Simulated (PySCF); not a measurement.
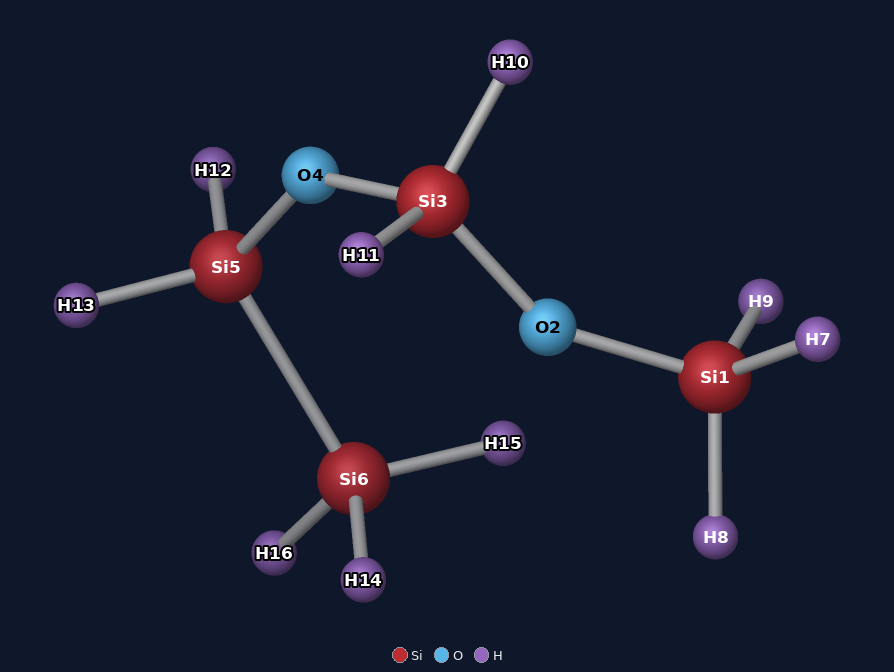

Computed geometry: PBE0-D3(BJ)/def2-SVP optimisation. No frequency run is at hand to confirm it as a minimum. Method: delta-SCF UKS SCAN, pcX-2 on the ionised atom, pcseg-1 elsewhere, spin-free X2C (PySCF 2.14.0).

Give the core-electron binding energies (to vacuum; p and d levels without spin–orbit splitting) of Si1 1s, Si1 2p, O2 1s, Si3 1s, Si3 2p, O4 1s, Si5 1s, Si5 2p, Si6 1s, Si6 2p.

| atom | level | binding energy (eV) |
| --- | --- | --- |
| Si1 | 1s | 1847.6 |
| Si1 | 2p | 107.9 |
| O2 | 1s | 538.0 |
| Si3 | 1s | 1848.1 |
| Si3 | 2p | 108.2 |
| O4 | 1s | 537.8 |
| Si5 | 1s | 1847.1 |
| Si5 | 2p | 107.4 |
| Si6 | 1s | 1846.1 |
| Si6 | 2p | 106.6 |
